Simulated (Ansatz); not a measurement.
Cost and result by functional for the surface energy of the (210) surface of fcc Rh in its 1x1 cell, outermost plane spacing 0.86 Å in the ideal cut, in Ansatz (plane waves, PAW). Single points on the PBE structure, on one kind of machine; costs are rough ratios of the slab run's core time (references not counted) to the cheapest single point. r2SCAN's cost holds its higher cutoff (500 against 420 eV). Differences are taken against r2SCAN for comparison alone: no measured value is at hand, so the table doesn't rank accuracy.

Slab: 13 atoms, 10.3 Å thick at the start (thin: gaps and levels are the slab's own); k 11x9x1, smearing 0.1 eV, dipole-corrected; all atoms relaxed; held to the part of the start's symmetry that mesh and held atoms allow; no spin, no spin-orbit, no U. These notes are the PBE run's.

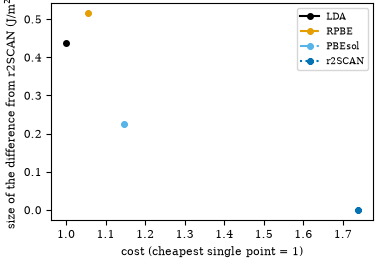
*Difference from r2SCAN against cost*

```
functional                     relative cost  surface energy (J/m²)  less r2SCAN (J/m²)
-----------------------------  -------------  ---------------------  ------------------
LDA                                        1                   3.22                0.44
RPBE                                       1                   2.27               -0.52
PBEsol                                     1                   3.01                0.23
r2SCAN                                     2                   2.79                0.00
PBE (the relaxed run's value)              –                   2.55               -0.23
```

The values span 0.95 J/m², while the single points' costs differ by a factor of roughly 2. Differences are of unrounded values.

Ansatz is a program for electronic structure.
